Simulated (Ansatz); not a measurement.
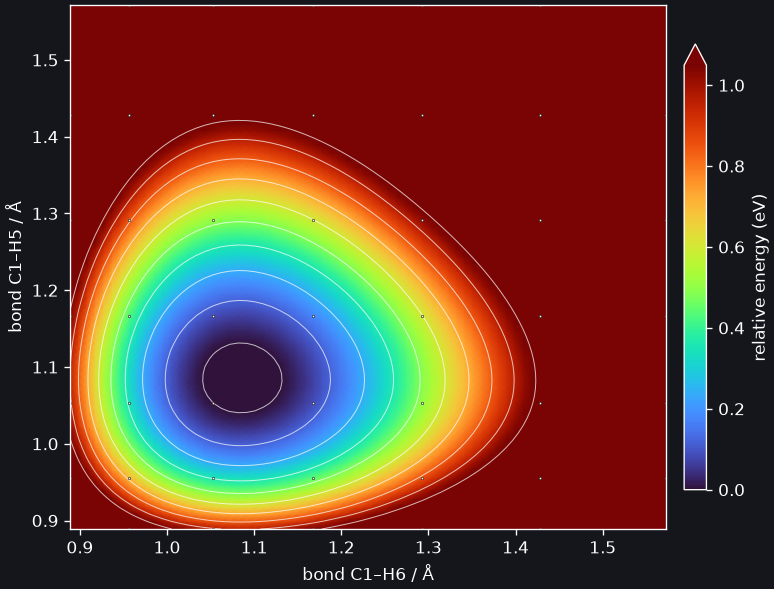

CH₂FOSi, SMILES [CH2-][Si](=O)F, charge −1. 
- Two internal coordinates are moved rigidly from the geometry relaxed at PBE0-D4/def2-TZVP, all others fixed.
- First axis: bond C1–H6. Second axis: bond C1–H5.
- The grid has 7 × 7 points.
- Points are written as (first, second).
- Energies: eV, counted from the lowest grid point.
- The calculation used RKS PBE0-D4/def2-TZVPPD in Ansatz 0.2.0.

The picture shows a smooth colour map with a few white contour lines, dots at the grid points, one colour for all values above the top of the scale. Between grid points the surface is interpolated.

> Where is the minimum, and how stiff is the well along each coordinate?

The interpolated minimum is at bond C1–H6 ≈ 1.084 Å, bond C1–H5 ≈ 1.083 Å. The curvatures there are about 35 eV/Å² and 35 eV/Å², with a cross term of about 0 eV/Å². Round the minimum the contours are nearly round: the two directions are equally stiff and uncoupled.
